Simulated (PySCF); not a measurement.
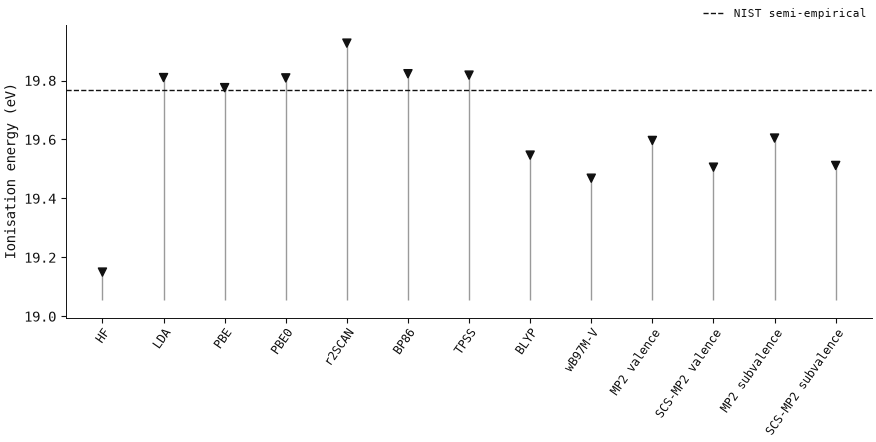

The ionisation energy of an atom or ion with 14 electrons in the configuration [Ne] 3s² 3p² by several methods. PySCF, x2c-TZVPPall plus 1 diffuse shell for each l, spin-free X2C-1e, unrestricted single determinants, no spin-orbit coupling. Methods marked “valence” freeze 10 core electrons; methods marked “subvalence” freeze 2 core electrons.

Which atom or ion is it?

P⁺ (phosphorus, Z = 15). The values run from 19.150 eV (HF) to 19.927 eV (r2SCAN). The NIST semi-empirical value is 19.769 eV; nearest to it come PBE (+0.006) and PBE0 (+0.039), furthest HF (−0.619 eV). These values lack spin-orbit coupling; with the first-order correction of −0.0067 eV added, PBE comes nearest (−0.000).
